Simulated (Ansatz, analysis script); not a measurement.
# Co: energy against the total moment

Is Co magnetic, nearly magnetic or plainly paramagnetic? E(M) and M(B) tell.

Method: PBEsol, PAW set soft_2 (files made for PBE), in Ansatz 0.2.0.

### Step 1. The structure

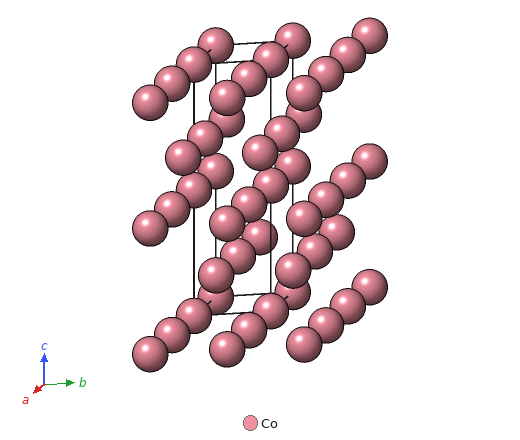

Start, viewed slightly off an axis; cobalt pink. 3×2×1 cells are drawn. Some periodic images of atoms are drawn too.

The cell of this run holds 4 atoms, 4 of them with a starting moment; values «a cell» refer to the cell of the run in question.

### Step 2. The collinear state

A collinear run comes first: it shows whether moments survive, and how large they are.

Contents of input.yaml:

```yaml
crystal:
  lattice:
    - [2.4705617809, 0.0, 0.0]
    - [-1.2352808905, 2.1395692639, 0.0]
    - [0.0, 0.0, 8.0882338]
  atoms:
    - { symbol: Co, position: [0.0, 0.0, 0.0], spin: 2.0 }
    - { symbol: Co, position: [0.33333333, 0.66666667, 0.25], spin: 2.0 }
    - { symbol: Co, position: [0.0, 0.0, 0.5], spin: 2.0 }
    - { symbol: Co, position: [0.66666667, 0.33333333, 0.75], spin: 2.0 }
magnetization:
  spin_polarized: true
kpoints:
  mp_grid: { grid: [10, 10, 3] }
hamiltonian:
  xc: pbesol
scf:
  occupations: { method: fermi_dirac, width: 0.05 }
  max_iter: 120
  convergence: { dr2_threshold: 1.0e-08 }
output:
  write_density: true
  write_potential: true
  elf: true
  volumetric_format: npy
```

The run is started by

```
> ansatz run input.yaml --threads 2 --pin off --max-ram 5120MiB --backend cpu --events-out ev --progress --plain --runs-dir out
```

Numbers of over 12 decimals in the logs are rounded to 6 here.

The log of the run:

```text
Engine: ansatz 0.2.0, aarch64-unknown-linux-gnu
Pseudopotentials: kind: paw
Pseudopotential: Co, paw, valence charge 17, recommended cutoff 420 eV (normal), Co.paw.azcp
Functional definition: PBEsol
  exchange = pbesol_x
  correlation = pbesol_c
Crystal: 4 atoms, lattice volume = 42.754 Å³
Basis set: ecut = 420 eV, 813 PW (Γ)
Bands: 46, of which v1, the nominal top of the filled ones, is band 34 counted from 1 (33 counted from 0)
Symmetry: 24 space group operations
Space group: P63/mmc (ITA 194), of the structure as read, at distance tolerance 3.5e-5 Å
Magnetic group: BNS 194.263 (UNI 1493), of the structure as read, at distance tolerance 3.5e-5 Å
k-points: 28 of 300
Non-local potential: Co, projectors of the file, l = 0: 3, l = 1: 2, l = 2: 3, l = 3: 1
PAW form: soft (Blöchl's): semilocal exchange-correlation on the pseudo side does not see the compensation charge
PAW frozen core: Co, regenerated for the run's functional, and the local potential with it (the file was generated under x = pbe(κ = 0.804, μ = 0.219515), c = pbe(β = 0.066725))
PAW one-centre angular grid: Co, 590 points (default); XC on 64 Gauss nodes
Initial density: superposition of atomic densities (chi_scale 0.1, normalization cell)
Starting moments: Σ|m| = 8 μB on 4 of 4 sites
Initial wavefunctions: pseudopotential atomic-orbital guess
Functional: x = pbesol(κ = 0.804, μ = 0.123457), c = pbesol(β = 0.046)
SCF iter   1: F=—  HF=-20371.321145 eV  |F-HF|=—  |Δ(HF+E_count)|=         —  Δρ=9.05e-2 (↑7.12e-2 ↓9.05e-2)  dr2=6.21e0  dr2_m=1.08e-1  M=6.954 μB ∫|m|=7.199 μB  β_m=0.30  ethr=3.10e-3  ⟨swp⟩=5.8  Hψ=8617  notcnv=0  defer=6
Mixer restart at iter 1: flushing history
preconditioner: auto → Kerker (q_TF=auto, 2.948 Å⁻¹)  [metal: Δε(μ)=0.008 eV  Ē_g=9.224 eV  σ=0.050 eV  W_gap=0.04  n_scr=12 (ndim 8)  ℏωp=34.1 eV  f_vac=0.000  D(μ)=3.24/eV (n_scr^D=38)]
spin=Collinear: Kerker preconditioning applied to the charge; magnetization (m = ρ↑ − ρ↓) channel mixes plain (no charge-response kernel on spin).
SCF iter   2: F=—  HF=-20369.234894 eV  |F-HF|=—  |Δ(HF+E_count)|=    2.09e0  Δρ=3.28e-2 (↑1.28e-2 ↓3.28e-2)  dr2=4.59e-1  dr2_m=1.02e-1  M=6.962 μB ∫|m|=7.292 μB  β_m=0.35  ethr=3.10e-3  ⟨swp⟩=2.1  Hψ=4395  notcnv=0  defer=197
SCF iter   3: F=—  HF=-20370.308672 eV  |F-HF|=—  |Δ(HF+E_count)|=    1.07e0  Δρ=1.44e-2 (↑1.44e-2 ↓9.41e-3)  dr2=2.73e-2  dr2_m=3.43e-2  M=6.843 μB ∫|m|=7.252 μB  β_m=0.54  ethr=6.75e-4  ⟨swp⟩=2.0  Hψ=3068  notcnv=0  defer=198
SCF iter   4: F=—  HF=-20371.538627 eV  |F-HF|=—  |Δ(HF+E_count)|=    1.23e0  Δρ=1.38e-2 (↑1.38e-2 ↓1.03e-2)  dr2=1.20e-1  dr2_m=5.47e-3  M=6.731 μB ∫|m|=7.210 μB  β_m=0.54  ethr=4.01e-5  ⟨swp⟩=2.3  Hψ=5025  notcnv=0  defer=200
SCF iter   5: F=—  HF=-20371.888998 eV  |F-HF|=—  |Δ(HF+E_count)|=   3.50e-1  Δρ=6.27e-3 (↑6.27e-3 ↓4.14e-3)  dr2=2.98e-2  dr2_m=1.05e-3  M=6.685 μB ∫|m|=7.198 μB  β_m=0.70  ethr=4.01e-5  ⟨swp⟩=2.1  Hψ=5039  notcnv=0  defer=198
SCF iter   6: F=—  HF=-20371.935400 eV  |F-HF|=—  |Δ(HF+E_count)|=   4.64e-2  Δρ=1.70e-3 (↑1.70e-3 ↓1.08e-3)  dr2=2.39e-3  dr2_m=1.19e-4  M=6.666 μB ∫|m|=7.198 μB  β_m=0.77  ethr=4.01e-5  ⟨swp⟩=2.0  Hψ=4130  notcnv=0  defer=178
SCF iter   7: F=—  HF=-20371.938418 eV  |F-HF|=—  |Δ(HF+E_count)|=   3.02e-3  Δρ=1.23e-3 (↑8.94e-4 ↓1.23e-3)  dr2=1.13e-3  dr2_m=2.95e-5  M=6.661 μB ∫|m|=7.200 μB  β_m=0.60  ethr=3.51e-6  ⟨swp⟩=2.0  Hψ=4626  notcnv=0  defer=178
SCF iter   8: F=—  HF=-20371.938328 eV  |F-HF|=—  |Δ(HF+E_count)|=   9.01e-5  Δρ=1.76e-4 (↑1.54e-4 ↓1.76e-4)  dr2=1.75e-5  dr2_m=1.74e-6  M=6.660 μB ∫|m|=7.200 μB  β_m=0.80  ethr=1.66e-6  ⟨swp⟩=2.0  Hψ=3561  notcnv=0  defer=168
SCF iter   9: F=—  HF=-20371.938357 eV  |F-HF|=—  |Δ(HF+E_count)|=   2.89e-5  Δρ=7.42e-5 (↑4.69e-5 ↓7.42e-5)  dr2=2.76e-6  dr2_m=4.02e-7  M=6.660 μB ∫|m|=7.200 μB  β_m=0.90  ethr=2.58e-8  ⟨swp⟩=2.0  Hψ=4502  notcnv=0  defer=168
SCF iter  10: F=—  HF=-20371.938362 eV  |F-HF|=—  |Δ(HF+E_count)|=   5.29e-6  Δρ=3.06e-5 (↑1.61e-5 ↓3.06e-5)  dr2=7.43e-7  dr2_m=2.86e-8  M=6.660 μB ∫|m|=7.200 μB  β_m=0.95  ethr=4.06e-9  ⟨swp⟩=2.0  Hψ=3534  notcnv=0  defer=168
SCF iter  11: F=—  HF=-20371.938362 eV  |F-HF|=—  |Δ(HF+E_count)|=   1.03e-7  Δρ=1.90e-5 (↑4.18e-6 ↓1.90e-5)  dr2=1.38e-7  dr2_m=2.47e-8  M=6.660 μB ∫|m|=7.200 μB  β_m=0.98  ethr=1.09e-9  ⟨swp⟩=2.3  Hψ=3633  notcnv=0  defer=168
SCF iter  12: F=—  HF=-20371.938362 eV  |F-HF|=—  |Δ(HF+E_count)|=   2.46e-8  Δρ=1.53e-5 (↑5.67e-6 ↓1.53e-5)  dr2=1.35e-7  dr2_m=1.02e-8  M=6.660 μB ∫|m|=7.200 μB  β_m=0.99  ethr=2.03e-10  ⟨swp⟩=1.0  Hψ=2576  notcnv=0  defer=168
SCF iter  13: F=—  HF=-20371.938362 eV  |F-HF|=—  |Δ(HF+E_count)|=   6.18e-9  Δρ=3.60e-6 (↑3.13e-6 ↓3.60e-6)  dr2=1.04e-8  dr2_m=4.73e-10  M=6.660 μB ∫|m|=7.200 μB  β_m=0.98  ethr=1.99e-10  ⟨swp⟩=2.2  Hψ=3351  notcnv=0  defer=168
SCF iter  14: F=—  HF=-20371.938362 eV  |F-HF|=—  |Δ(HF+E_count)|=  7.79e-10  Δρ=6.49e-7 (↑3.52e-7 ↓6.49e-7)  dr2=1.72e-10  dr2_m=3.31e-11  M=6.660 μB ∫|m|=7.200 μB  β_m=0.99  ethr=1.54e-11  ⟨swp⟩=2.0  Hψ=3324  notcnv=0  defer=168
SCF iter  15: F=-20371.938362 eV  HF=-20371.938362 eV  |F-HF|=4.37e-10  |Δ(HF+E_count)|=  2.55e-11  Δρ=7.90e-7 (↑4.01e-7 ↓7.90e-7)  dr2=4.54e-10  dr2_m=2.65e-11  M=6.660 μB ∫|m|=7.200 μB  ethr=1.00e-12  ⟨swp⟩=5.7  Hψ=7765  notcnv=0
SCF 1 converged in 15 iterations: F = -20371.938362 eV  dr2 = 4.54e-10
  greatest PAW one-centre occupation: 1.001 electrons in one spin orbital (limit 2), on the Co atom at site 0 (counted from 0), in its partial waves of l = 1
SCF converged after 15 iterations
Magnetization: 6.6602 μB (37.3301 up, 30.6699 down)
Absolute magnetization: 7.2022 μB (∫|ρ↑−ρ↓|, with the PAW one-centre terms)
Spin contamination: 0.0955 ħ² per cell (⟨S²⟩ above its minimum at these occupations)
Per-site moments (μB) at R_I (Å): [(1.721491, 1.019107), (1.733415, 1.019107), (1.721491, 1.019107), (1.733415, 1.019107)]
Free energy (F): -20371.938362 eV
Harris-Foulkes:  -20371.938362 eV  (|F-HF|=4.37e-10)
Internal energy: -20371.912921 eV  (E = F + TS)
E sigma→0 (E₀):  -20371.925642 eV
Entropy (-TS):   -0.025441 eV (-6.360 meV/atom)
Fermi energy:    18.904371 eV
--- Per-component energies (eV) ---
  E_band       = -960.501790
  E_kinetic    = 1816.079026
  E_local      = -11240.304666  (includes V_loc(G=0)·N_el)
  E_nonlocal   = 1822.141943
  E_hartree    = 4703.464804
  E_xc         = -631.454049
  E_vxc        = -818.646229  (∫ρ·V_xc dr)
  E_paw        = -5929.732707  (= ΣΔE_a)
  E_vpaw       = -1946.700090  (= ΣTr[D̂ρ^β])
  E_aug_tail   = 0.000253  (compensation charges beyond the density's cutoff)
  E_ewald      = -10912.861201
  E_core_change = 0.753677  (= ΣΔE_core)
  E_smearing   = -0.025441  (= −TS)
  E_closure    = 0.000000  (closes the sum)
  Σ components = -20371.938362   (vs F -20371.938362, Δ=0.00e0)
--- Band table (eV; the first three rows and the last of 56) ---
  k-point 0 ↑: bands = [... 30 lower, 16.4483, 17.0823, 17.0823, 17.4197, 17.4197, 17.7313, 17.7313, 18.1339, ... 8 higher]
  k-point 1 ↑: bands = [... 30 lower, 16.3695, 17.1767, 17.1767, 17.3363, 17.3363, 17.5274, 17.8562, 17.8562, ... 8 higher]
  k-point 2 ↑: bands = [... 30 lower, 16.5966, 16.7954, 16.9550, 17.0869, 17.4607, 17.6724, 17.7144, 17.8567, ... 8 higher]
  k-point 27 ↓: bands = [... 30 lower, 19.1827, 19.2701, 19.7560, 19.9435, 20.0881, 20.0982, 23.2941, 23.6887, ... 8 higher]
```

The job ended after 6.4 s (2 threads of Arm Neoverse V1, shared host; peak memory 0.49 GiB).

Spin moment in the atom's sphere by atom:

```
atom  spin moment in the atom's sphere (μB)
 Co1                                   1.72
 Co2                                   1.73
 Co3                                   1.72
 Co4                                   1.73
```

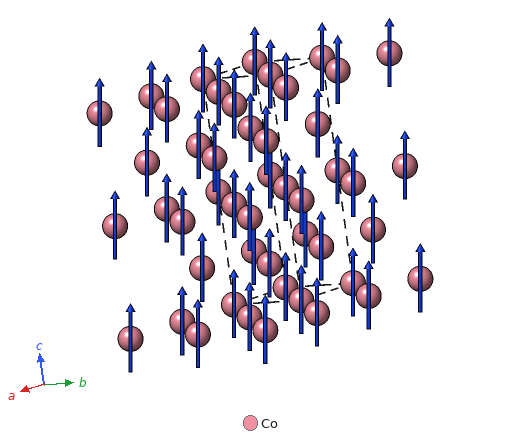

Spin moment in the atom's sphere as arrows, the longest 1.73 μB. Up and down stand for the sign. Arrows give size and sign along the axis of quantisation, drawn up and down the page. 3×2×1 cells are drawn. Some periodic images of atoms are drawn too.

Tables count atoms from 1; parts of the log count from 0.

The run ends ferromagnetic, with a net moment of 6.66 μB a cell. Only this order was typed.

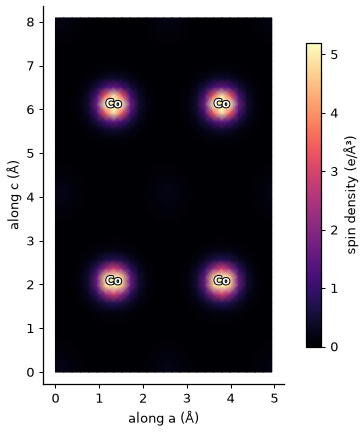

Spin density in the ac plane at fractional y = 0.000, with atoms of Co within 0.2 Å of it. The map starts off the cell's origin, so that atoms lie inside it.

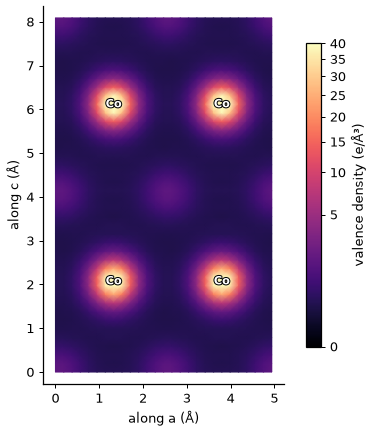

Valence density in the ac plane at fractional y = 0.000, with atoms of Co within 0.2 Å of it. It is the smooth field of the valence electrons, not physical close to the nuclei. The map starts off the cell's origin, so that atoms lie inside it. The colour scale is stretched toward low values.

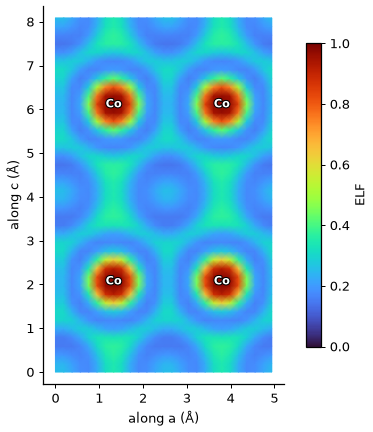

ELF in the ac plane at fractional y = 0.000, with atoms of Co within 0.2 Å of it. It is the smooth field of the valence electrons, not physical close to the nuclei. The map starts off the cell's origin, so that atoms lie inside it.

### Step 3. Denser mesh

Levels at the Fermi energy are partly filled, so moments and energy differences can hang on the k-mesh, and the state is solved again on a denser one.

input.yaml, the sections that differ from step 2:

```yaml
crystal:
  lattice:
    - [2.4705617809, 0.0, 0.0]
    - [-1.2352808905, 2.1395692639, 0.0]
    - [0.0, 0.0, 8.0882338]
  atoms:
    - { symbol: Co, position: [0.0, 0.0, 0.0], spin: 1.72 }
    - { symbol: Co, position: [0.33333333, 0.66666667, 0.25], spin: 1.73 }
    - { symbol: Co, position: [0.0, 0.0, 0.5], spin: 1.72 }
    - { symbol: Co, position: [0.66666667, 0.33333333, 0.75], spin: 1.73 }
kpoints:
  mp_grid: { grid: [18, 18, 5] }
basis:
  ecutwfc: 420.0
checkpoint:
  read: start
  write: ck
  compress: false
  write_wavefunctions: false
  write_every: 100000
# magnetization, hamiltonian, scf: as in step 2
# output: removed
```

The log of the run:

```text
[...]
Absolute magnetization: 7.0249 μB (∫|ρ↑−ρ↓|, with the PAW one-centre terms)
[...]
Per-site moments (μB) at R_I (Å): [(1.672674, 1.019107), (1.690031, 1.019107), (1.672674, 1.019107), (1.690031, 1.019107)]
Free energy (F): -20371.931547 eV
[...]
Internal energy: -20371.902930 eV  (E = F + TS)
E sigma→0 (E₀):  -20371.917239 eV
Entropy (-TS):   -0.028617 eV (-7.154 meV/atom)
Fermi energy:    18.917346 eV
[...]
[key lines of the parts left out:]
SCF converged after 10 iterations
Magnetization: 6.4707 μB (37.2353 up, 30.7647 down)
```

Run time: 13 s. Hardware: 2 threads; peak memory 0.66 GiB.

Spin moment in the atom's sphere by atom:

```
atom  spin moment in the atom's sphere (μB)
 Co1                                   1.67
 Co2                                   1.69
 Co3                                   1.67
 Co4                                   1.69
```

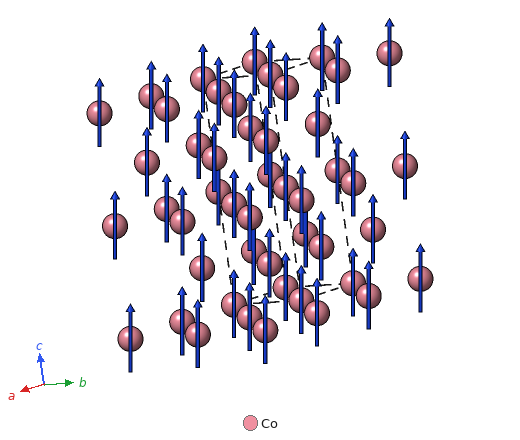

Spin moment in the atom's sphere as arrows, the longest 1.69 μB. Up and down stand for the sign. Arrows give size and sign along the axis of quantisation, drawn up and down the page. 3×2×1 cells are drawn. Some periodic images of atoms are drawn too.

The run ends ferromagnetic, with a net moment of 6.47 μB a cell, against 6.66 μB on the first mesh.

### Step 4. Without spin

The state without spin is the zero of E(M).

input.yaml, the sections that differ from step 3:

```yaml
crystal:
  lattice:
    - [2.4705617809, 0.0, 0.0]
    - [-1.2352808905, 2.1395692639, 0.0]
    - [0.0, 0.0, 8.0882338]
  atoms:
    - { symbol: Co, position: [0.0, 0.0, 0.0] }
    - { symbol: Co, position: [0.33333333, 0.66666667, 0.25] }
    - { symbol: Co, position: [0.0, 0.0, 0.5] }
    - { symbol: Co, position: [0.66666667, 0.33333333, 0.75] }
# kpoints, hamiltonian, scf, basis: as in step 3
# magnetization: removed
# checkpoint: removed
```

The run is started by

```
> ansatz run input.yaml --threads 1 --pin off --max-ram 2560MiB --backend cpu --events-out ev --progress --plain --runs-dir out
```

The log of the run:

```text
[...]
Crystal: 4 atoms, lattice volume = 42.754 Å³
Basis set: ecut = 420 eV, 813 PW (Γ)
Bands: 41, of which v1, the nominal top of the filled ones, is band 34 counted from 1 (33 counted from 0)
Symmetry: 24 space group operations
[...]
k-points: 111 of 1620
[...]
SCF iter   1: F=—  HF=-20371.184725 eV  |F-HF|=—  |Δ(HF+E_count)|=         —  Δρ=2.67e-2  dr2=1.65e-1  ethr=1.77e-3  ⟨swp⟩=5.4  Hψ=13896  notcnv=0  defer=14
[...]
SCF iter   9: F=-20371.156769 eV  HF=-20371.156769 eV  |F-HF|=3.31e-10  |Δ(HF+E_count)|=   5.42e-9  Δρ=1.64e-6  dr2=4.77e-10  ethr=1.47e-11  ⟨swp⟩=2.1  Hψ=8817  notcnv=0
SCF 1 converged in 9 iterations: F = -20371.156769 eV  dr2 = 4.77e-10
[...]
SCF converged after 9 iterations
Free energy (F): -20371.156769 eV
[...]
Internal energy: -20371.073547 eV  (E = F + TS)
E sigma→0 (E₀):  -20371.115158 eV
Entropy (-TS):   -0.083222 eV (-20.805 meV/atom)
Fermi energy:    18.759076 eV
[...]
```

Run time: 8.2 s. Hardware: 1 thread; peak memory 0.46 GiB.

The free collinear run lies 775 meV below it.

(Part 1 of 2 ends here.)

[Logs and program files are shortened in this print: banners, set-up blocks, solver, clock and traceback lines can be left out without a mark of their own.]

[Logs are printed without paths, hosts, clocks, repeated set-up lines and the standing remarks that a program may print on its own settings, such as how far it seeks lower states.]

[Hosts, paths, dates, database ids (printed as entryN), source tags and the programs' standing remarks are cut or masked in the printed files.]
